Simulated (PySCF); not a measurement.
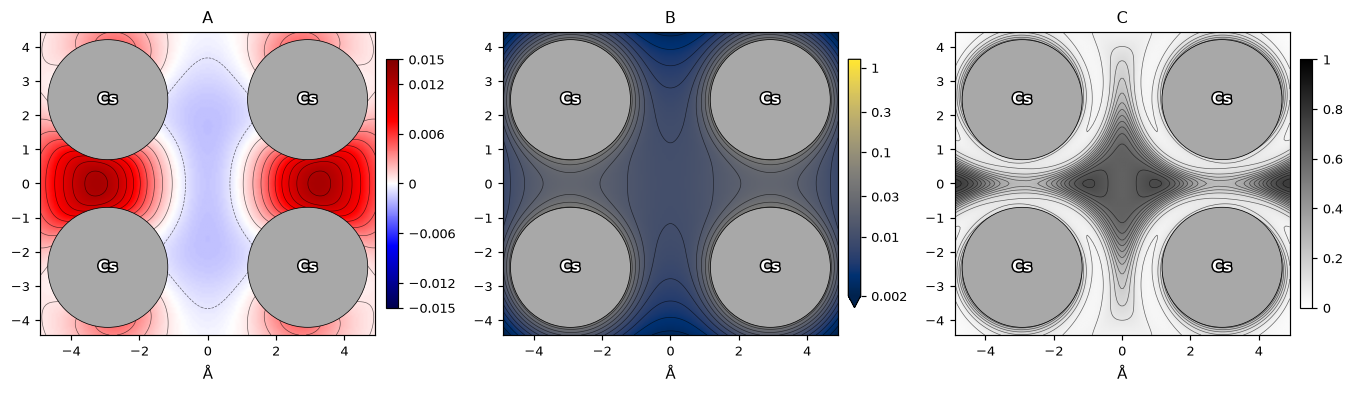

Cs···Cs···Cs···Cs (charge +1, doublet): 3 fields on the molecular plane, with unlabelled colour scales. Grey discs cover the atomic cores.

Core potentials replace the inner electrons of Cs.

Level of theory: UKS BP86, Cs def2-SVP with ECP46; non-relativistic Hamiltonian with scalar-relativistic core potentials where named; density fitting in PySCF 2.14.0.

```xyz
4

Cs    3.8031   -0.3324    0.0000
Cs   -0.3324    3.8027    0.0000
Cs   -3.8045    0.3339    0.0000
Cs    0.3339   -3.8042    0.0000
```

> The panels show electron density, electron localisation function and spin density in some order. Assign them.

Panel A: spin density (confined to the atoms that carry the unpaired spin). Panel B: electron density. Panel C: electron localisation function. From the grid: Cs2···Cs3 (4.91 Å): the density falls to about 0.02 e/Å³ on the way; the ELF dips to about 0.10 between them.
